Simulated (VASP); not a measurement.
Band structure of AgF (relaxed from the wurtzite structure, space group P6_3mc). All values below come from PBEsol GGA, VASP's PBE PAW potentials (set 64) (plane waves; VASP).

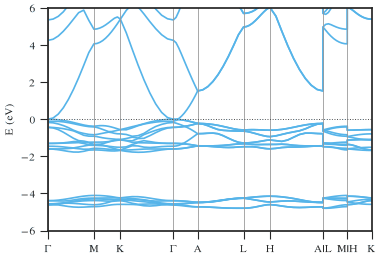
*Bands along high-symmetry lines, zero at the valence-band maximum or, without a gap, the Fermi level*

Read the plot: is there a gap, and where are the band edges?

It has no gap at this level: it comes out as a metal or semimetal. (Edges off the drawn lines would not show.)

The structure was generated: AgF was put into the wurtzite type (P6_3mc), which need not be its known phase. It was relaxed first, which changed the volume by +48 %.
